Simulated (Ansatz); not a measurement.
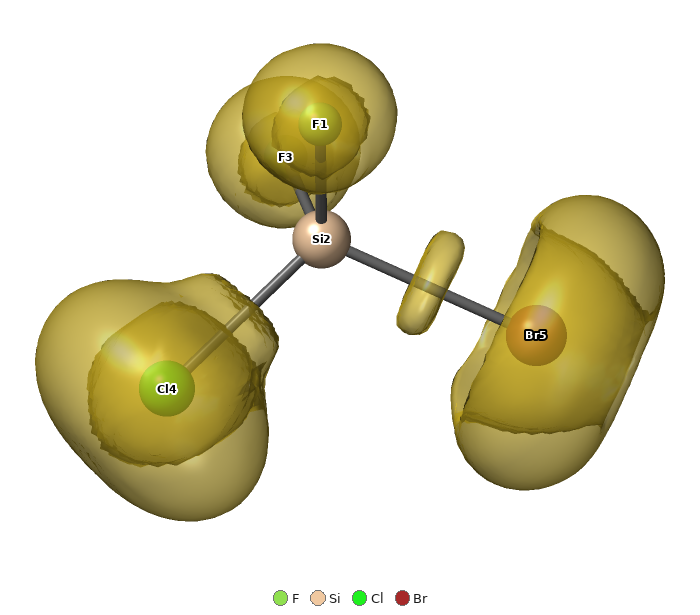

*BrClF2Si. Isosurface of the ELF at 0.8 (yellow), seen at a tilt. Core shells and regions of very low density are left out.*

Geometry: PBE0-D4/def2-TZVP.

Method: RKS PBE0-D4/def2-TZVPP in Ansatz 0.2.0.

```yaml
atoms:
  - { symbol: F, position_ang: [1.3065, -0.9896, 0.1517] }
  - { symbol: Si, position_ang: [0.0262, -0.0824, 0.0613] }
  - { symbol: F, position_ang: [-0.6788, -0.1150, 1.4657] }
  - { symbol: Cl, position_ang: [-1.2214, -0.8414, -1.3185] }
  - { symbol: Br, position_ang: [0.6174, 1.9549, -0.4016] }
```

Q: Where are the electrons localised?

A: The surface consists of one region between bonded Br–Si atoms (shared pairs), one region on Cl in which the atom's valence shell and bonds are merged, one ring or bowl of non-bonding electrons around Br and two regions wrapped around F (its lone pairs, merged into a ring or cap). Profiles from the grid: Si–F (1.57 Å): the ELF peaks at about 0.85 in the valence shell of F, 0.6 Å from its nucleus, and is about 0.50 at the midpoint. Si–Cl (2.01 Å): the ELF peaks at about 0.85 between the atoms; a polar covalent bond.
